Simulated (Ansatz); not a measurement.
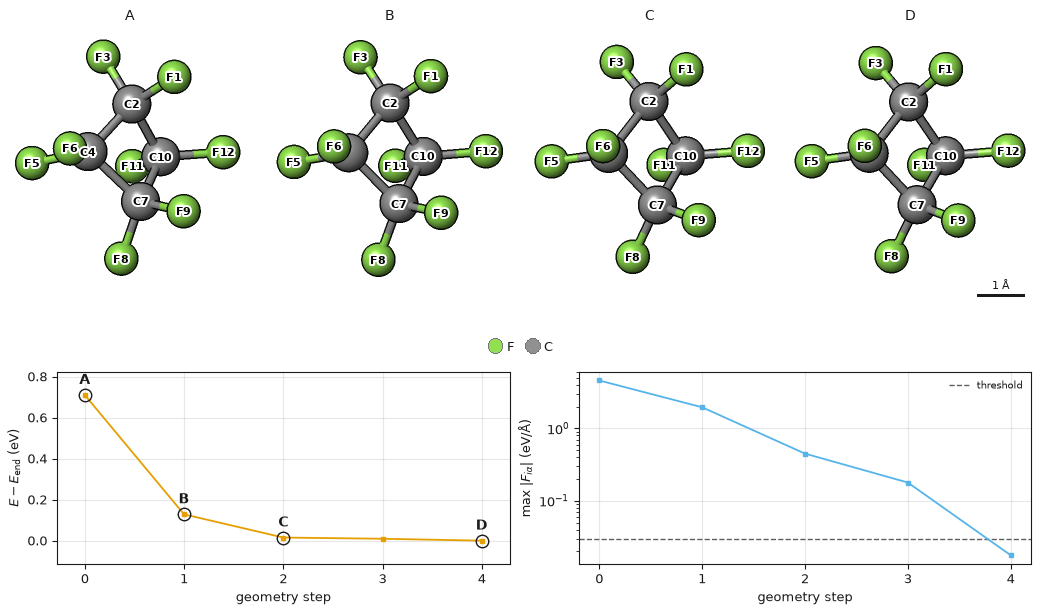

Frames of a relaxation of C₄F₈ (coarse preliminary run), marked on the history of the run. The picture is a ball-and-stick view, seen from a free direction.

The start comes from a force field.

Computed with Ansatz, RKS PBE-D4/def2-SVP. Settings: force threshold 0.03 eV/Å; at most 200 steps.

Question: Describe the path.

Answer: The atom that moves furthest after the best rigid fit is F6 (0.34 Å). Largest moves by element: F 0.34 Å, C 0.14 Å. Near-neighbour distances that change, for instance: C2–C4 1.479 → 1.575 Å, C7–C10 1.523 → 1.575 Å, C4–F6 1.390 → 1.341 Å, C7–F9 1.396 → 1.348 Å. Bond angles that change, for instance: F5–C4–F6 104.0° → 110.7°, C2–C4–F5 118.6° → 112.0°, F1–C2–C4 118.1° → 112.0°. The energy falls by 0.710 eV in 4 geometry steps. Largest force component: 4.6 eV/Å at the start, 0.018 eV/Å at the end. From step 0 to 1: F6 moves most (0.12 Å), energy −0.581 eV. From step 1 to 2: F6 moves most (0.20 Å), energy −0.113 eV. From step 2 to 4: F3 moves most (0.04 Å), energy −0.015 eV.

| step | E − E(0), eV | largest force component, eV/Å |
| --- | --- | --- |
| 0 | 0.0000 | 4.6119 |
| 1 | -0.5814 | 1.9668 |
| 2 | -0.6945 | 0.4494 |
| 3 | -0.7004 | 0.1789 |
| 4 | -0.7098 | 0.0177 |
